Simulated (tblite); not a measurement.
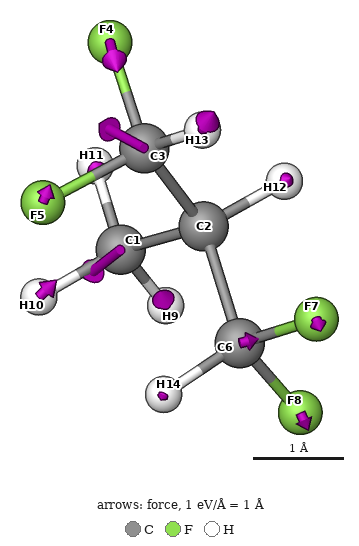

Starting geometry of C4H6F4 with the computed forces as purple arrows. The picture is a ball-and-stick view, seen from a free direction.

These are results of GFN2-xTB geometry optimisation, gas phase in tblite 0.8.0, not measurements. 

Question: Is this structure relaxed? If not, where do the atoms go?

Answer: It isn't relaxed: the largest force vector, on C3, is 1.01 eV/Å. The final displacements follow the starting forces only in part (cosine between the two patterns 0.35). F5 moves most after the best rigid fit: 0.063 Å. Largest moves by element: F 0.063 Å, H 0.053 Å, C 0.028 Å. Among the contacts that change: C3–F4 1.369 → 1.351 Å, C3–H13 1.084 → 1.101 Å, C1–C2 1.513 → 1.527 Å, C1–H10 1.096 → 1.088 Å. Over 37 geometry steps the energy falls by 0.95 kcal/mol.
